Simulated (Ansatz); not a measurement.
A series of calculations on CH$_{8}$OSSi$_{2}$

### Relaxation

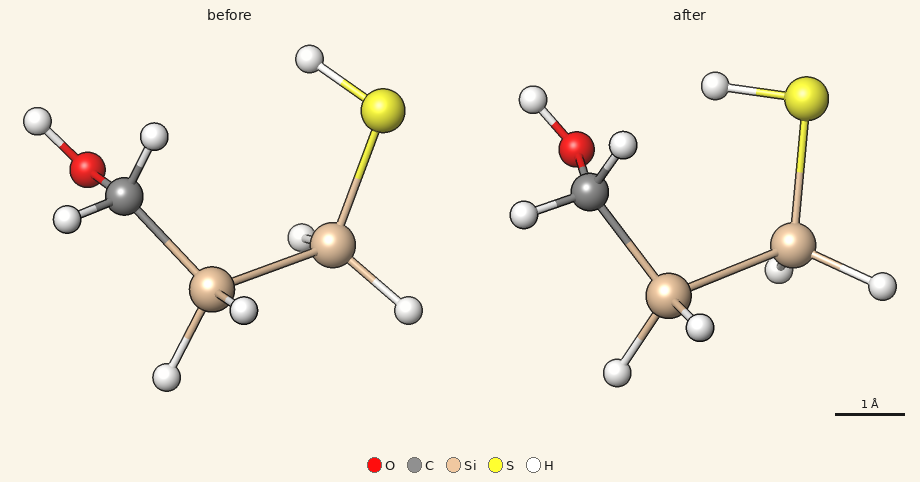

The structure of CH₈OSSi₂ before (left) and after (right) a relaxation, at one scale.

Style: ball-and-stick. Shown at a tilt.

The run prepares an end point of a later path (torsion) calculation, from a guessed geometry.

These are results of RKS PBE0/def2-SVP in Ansatz 0.2.0, not measurements.

Input file:
```yaml
crystal:
  periodic: [false, false, false]
  atoms:
    - { symbol: O, position_ang: [-1.2618, 0.6562, 1.5178] }
    - { symbol: C, position_ang: [0.1023, 0.7458, 1.3098] }
    - { symbol: Si, position_ang: [0.8609, -0.7234, 0.4625] }
    - { symbol: Si, position_ang: [-0.0403, -1.0262, -1.5716] }
    - { symbol: S, position_ang: [-0.1421, 0.7799, -2.7239] }
    - { symbol: H, position_ang: [-1.5547, 1.4933, 2.0405] }
    - { symbol: H, position_ang: [0.3497, 1.6565, 0.7382] }
    - { symbol: H, position_ang: [0.6029, 0.8918, 2.2908] }
    - { symbol: H, position_ang: [0.7698, -1.9266, 1.3687] }
    - { symbol: H, position_ang: [2.3545, -0.4651, 0.3298] }
    - { symbol: H, position_ang: [-1.5304, -1.4984, -1.4091] }
    - { symbol: H, position_ang: [0.6498, -2.0447, -2.3416] }
    - { symbol: H, position_ang: [-1.1402, 1.426, -1.9971] }
basis:
  gaussian: { orbitals: def2-SVP }
hamiltonian:
  xc: pbe0
relax:
  f_tol: 0.015
  max_steps: 40
```

Command:
```bash
ansatz run input.yaml --threads 2 --pin off --max-ram 3072MiB --backend cpu --events-out ev --progress --plain --runs-dir out
```

> Summarise the run.

The atom that moves furthest after the best rigid fit is H13 (0.88 Å). By element the largest moves are H 0.88 Å, S 0.64 Å, O 0.52 Å, C 0.17 Å, Si 0.11 Å. Near-neighbour distances that change, for instance: Si3–Si4 2.245 → 2.354 Å, Si4–H11 1.572 → 1.496 Å, O1–H6 1.029 → 0.964 Å, C2–Si3 1.858 → 1.907 Å. Among the angles between lasting bonds that change: Si4–S5–H13 98.3° → 91.4°, S5–Si4–H11 105.3° → 112.2°, O1–C2–Si3 114.8° → 108.1°. Groups turn about Si3–Si4 by about 30°, Si4–S5 by about 25°. After 18 geometry steps the energy has fallen by 11.2 kcal/mol. The largest force component goes from 2.5 to 0.0098 eV/Å.

### Relaxation

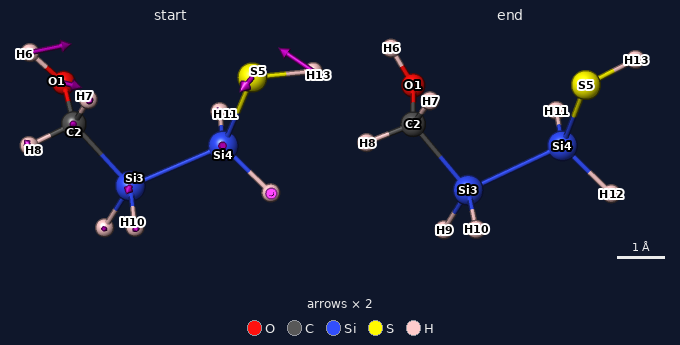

The structure of CH$_{8}$OSSi$_{2}$ before (left) and after (right) a relaxation, at one scale. The purple arrows give the displacements, magnified 2 times.

The picture is a ball-and-stick view, seen face on.

The run prepares an end point of a later path (torsion) calculation, from a guessed geometry.

The calculation used RKS PBE0/def2-SVP (Ansatz 0.2.0). Settings: no spin polarisation; force threshold 0.015 eV/Å; at most 40 steps.

Q: Summarise the run.

A: Over 10 accepted moves (13 points after the start) the energy falls by 0.441 eV. Largest force component: 2.5 eV/Å at the start, 0.0079 eV/Å at the end. The line search rejected the trial steps at points 3, 8, 12 of the run. The forces were under the threshold at step 11, but the run went on from there. The largest move after the best rigid fit is that of H6, 0.48 Å. By element the largest moves are H 0.48 Å, S 0.25 Å, O 0.22 Å, Si 0.12 Å, C 0.07 Å. Among the contacts that change: Si3–Si4 2.245 → 2.344 Å, Si4–H11 1.572 → 1.494 Å, O1–H6 1.029 → 0.963 Å, Si4–H12 1.451 → 1.497 Å. Among the angles between lasting bonds that change: Si3–Si4–S5 113.1° → 104.6°, O1–C2–Si3 114.8° → 106.8°, S5–Si4–H11 105.3° → 110.8°.

### Path

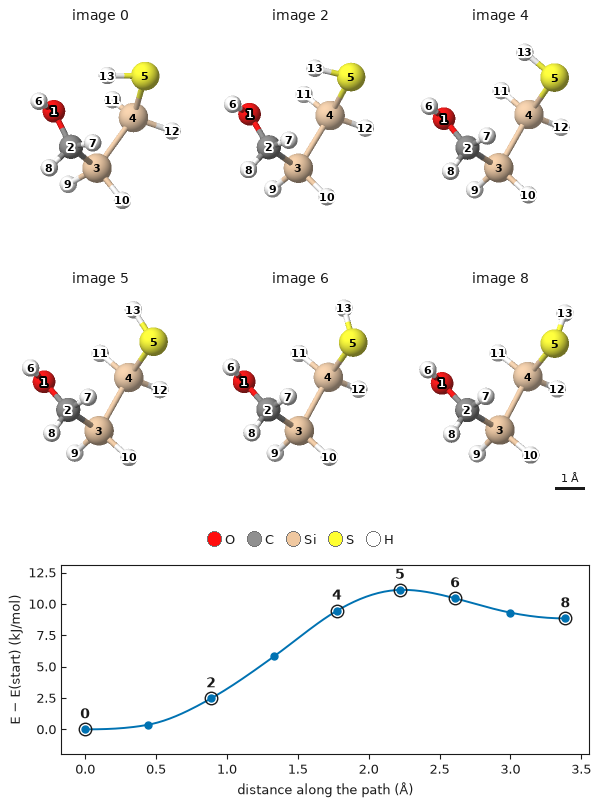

A nudged-elastic-band calculation for CH8OSSi2. Images are numbered from 0 (start) to 8 (end). Style: ball-and-stick. Shown from a free direction.

Theory: RKS PBE0/def2-SVP (Ansatz 0.2.0). Settings: 7 movable images; climbing image; force threshold 0.05 eV/Å; iteration limit 49; starting path through a guess of the saddle point.

Q: Read off the barrier and say what moves.

A: The energy climbs by 11.1 kJ/mol to image 5 and then falls by 2.3 kJ/mol, so the end point sits at +8.8 kJ/mol. The motion is a rotation about the Si4–S5 bond by about 125°, with a turn of about 30° about Si3–Si4. No bond forms or breaks between the ends. Bond angles that change up to the highest image, for instance: S5–Si4–H11 112.2° → 107.8°, S5–Si4–H12 106.0° → 109.6°. The band converged in 8 iterations, with a climbing image at the top. At the top, the vibrational analysis gives one imaginary mode (169i cm⁻¹), as a transition state must have.
